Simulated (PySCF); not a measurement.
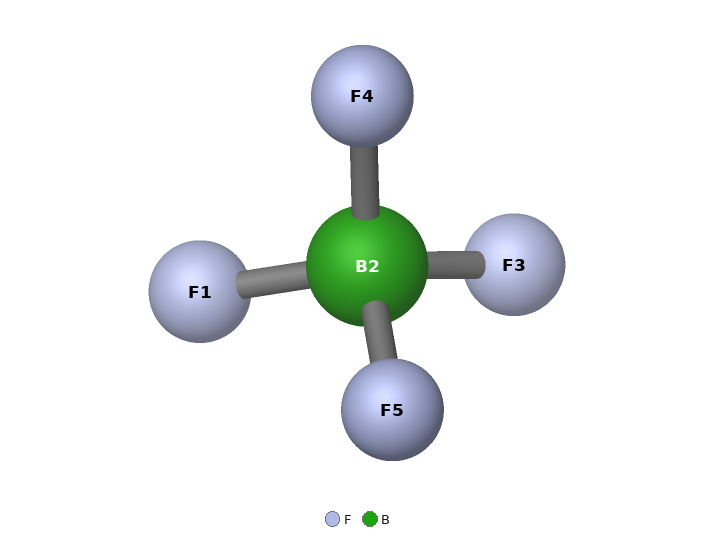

The species has charge −1 and is a spin singlet. The computed structure is the end point of a GFN2-xTB optimisation. No frequency run is at hand to confirm it as a minimum. Properties computed with B3LYP/pcJ-1 indirect spin-spin coupling, non-relativistic, gas phase (PySCF 2.14.0). Isotopes: 11B, 19F.

Give the spin–spin coupling constants of these pairs, with the number of bonds between them: F1/B2, B2/F4, B2/F5, B2/F3, F1/F3, F1/F5, F1/F4, F3/F5, F3/F4, F4/F5.

| pair | bonds apart | J (Hz) |
| --- | --- | --- |
| F1, B2 | 1 | −35.7 |
| B2, F4 | 1 | −35.7 |
| B2, F5 | 1 | −35.8 |
| B2, F3 | 1 | −35.8 |
| F1, F3 | 2 | 30.1 |
| F1, F5 | 2 | 30.7 |
| F1, F4 | 2 | 31.3 |
| F3, F5 | 2 | 30.2 |
| F3, F4 | 2 | 31.4 |
| F4, F5 | 2 | 31.4 |

Density functionals are unreliable for couplings to fluorine, so those rows may be far off.

The geometry is semi-empirical. Around B such bond lengths and angles can be off by a tenth of an ångström or more and by several degrees, and values that hang on the shape move with them.
